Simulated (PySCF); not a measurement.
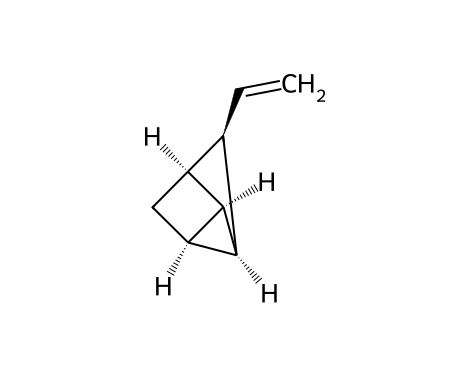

(Drawn from a calculation with PySCF.)

Skeletal drawing of a molecule.

Q: Transcribe the drawing into SMILES.

A: C=C[C@@H]1[C@@H]2C[C@H]3[C@@H]2[C@@H]13

Q: Give the formula, hydrogens included.

A: C8H10.

Q: An optimisation with PBE0-D3(BJ)/def2-SVP gave a structure of which point group?

A: C1.
